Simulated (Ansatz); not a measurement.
## Map of one atom of the cell for MoS2 (2H-MoS2 type, space group P6_3/mmc)

Starting cell, MoS2 (2H-MoS2 type, space group P6_3/mmc):

```
MoS2
1.0
    3.14944     0.00000     0.00000
   -1.57472     2.72750     0.00000
    0.00000     0.00000    12.09150
Mo S
2 4
Direct
  0.33333   0.66667   0.25000
  0.66667   0.33333   0.75000
  0.33333   0.66667   0.62050
  0.66667   0.33333   0.12050
  0.66667   0.33333   0.37950
  0.33333   0.66667   0.87950
```

In this cell atom 4 (S, nearest neighbour Mo at 2.400 Å; its periodic images, 3.1 Å or more away, move with it) is moved by u·(1.000, 0.000, 0.000) + v·(0.000, 1.000, 0.000); the rest is frozen.

All values below come from PBE-D3(BJ) (plane waves to 420 eV, PAW, scalar-relativistic; Ansatz, a first-principles code). k mesh 10×10×3 (Γ-centred), Fermi-Dirac smearing 0.05 eV. Energies are smeared free energies. Points where atoms come too close for the PAW data are left out (x in tables, blank in figures). As the smearing reaches across the gap at some points, energies and forces of such displacements shift with the k mesh and the smearing. MoS2 is run without spin polarisation. MoS2 was relaxed with its symmetry unable to fall. The PAW data are Ansatz's earlier set. ΔE is measured from the undisplaced structure. Axes are in Å.

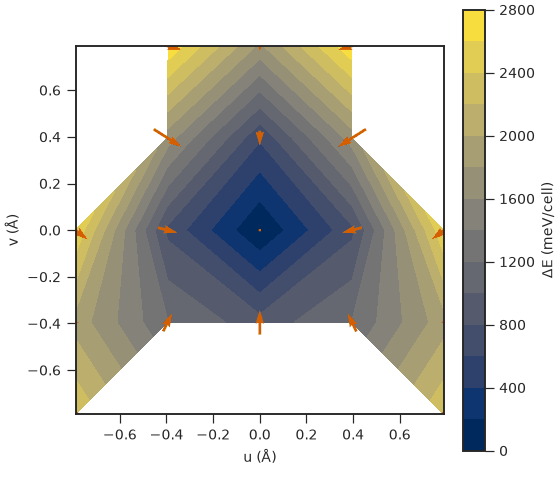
Figure. ΔE (meV/cell) over the plane, with arrows for the in-plane force on the moved atom.

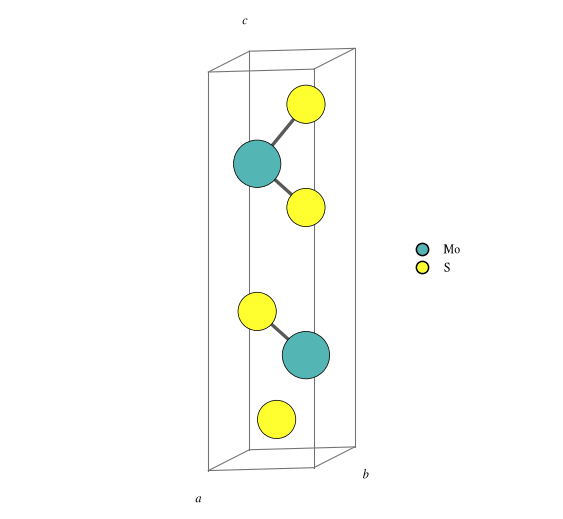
Fig. 1. The cell of the calculation at u = 0.395 Å, v = 0.790 Å.

Lowest place on the grid: u = 0.000 Å, v = 0.000 Å (0 meV/cell).

(A displaced cell: forces are minus the slopes of the energy, force constants its curvatures, and phonons follow from these.)
